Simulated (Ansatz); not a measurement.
## InSb: response to strain

The reference is InSb in the zinc blende structure (space group F-43m, No. 216; a = 6.557 Å).

Strains are applied to the cell and any free atomic positions relax.

All numbers come from Ansatz (a program for electronic structure), r2SCAN, PAW, cutoff 500 eV, spin-orbit coupling left out, earlier PAW set.

Notes on the quantities. energy relative to the base: free energy F.

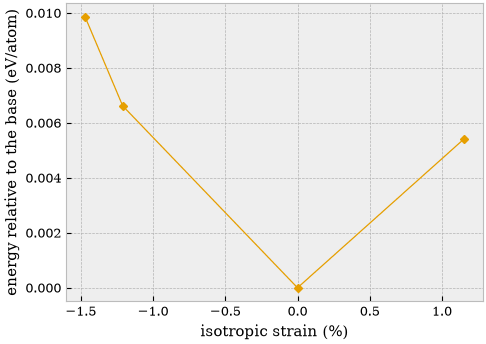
Figure. Energy relative to the base against isotropic strain

```json
[
 {"isotropic strain (%)": "-1.47", "energy relative to the base": "+9.9 meV/atom"},
 {"isotropic strain (%)": "-1.21", "energy relative to the base": "+6.6 meV/atom"},
 {"isotropic strain (%)": "1.15", "energy relative to the base": "+5.4 meV/atom"}
]
```

Whether these cells are dynamically stable was not tested. All final runs are without spin polarisation.
